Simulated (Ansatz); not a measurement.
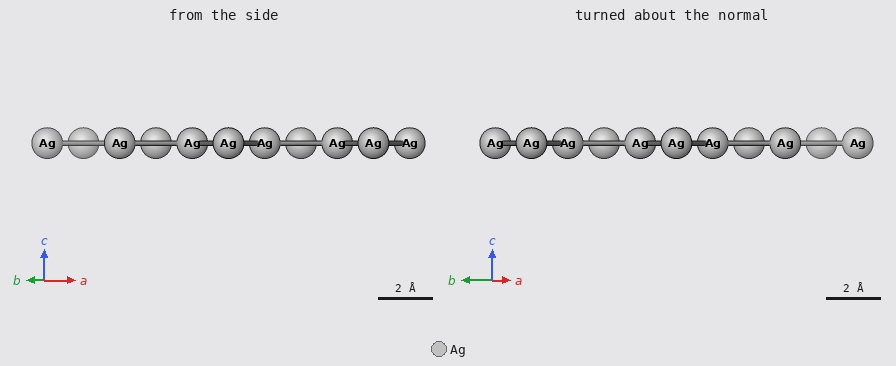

A ball-and-stick picture of a periodic sheet, seen from the side and turned about the normal. The surface normal points up in side views; the vacuum is left out. 2×2 cells are drawn in the plane, with atoms at the edges repeated.

The cell holds 3 Ag.

What is its extent along the surface normal?

Answer. About 0.0 Å from the lowest to the highest atom.

Give the coordination of the atoms.

Answer. Ag is surrounded by four Ag at about 2.7 Å. The bonds build Ag layers parallel to the surface.

The structure comes from a structure type filled with this element by a generator (whether the element takes this form wasn't checked). Cell shown after relaxation with DFT PBE, scalar-relativistic, plane waves, PAW in Ansatz.
